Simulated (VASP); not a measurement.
Band structure of HgSe (zinc blende). All values below come from PBEsol GGA, VASP's PBE PAW potentials (set 64) (plane waves; VASP 6.6.1).

Unless said otherwise, spin-orbit coupling is left out, though it shifts the bands of the heavy elements here.

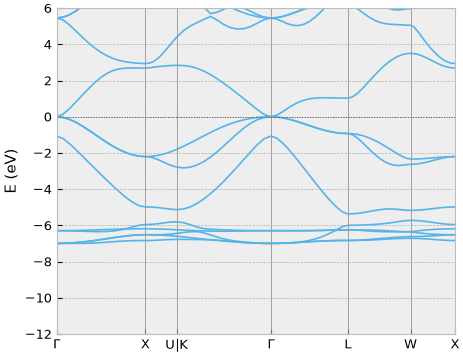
Figure. Bands along high-symmetry lines, zero at the valence-band maximum or, without a gap, the Fermi level

### Question
Read the plot: is there a gap, and where are the band edges?

### Answer
It has no gap at this level: it comes out as a metal or semimetal. (Edges off the drawn lines would not show.)

The compound is HgSe in the zinc blende structure. It was relaxed first.
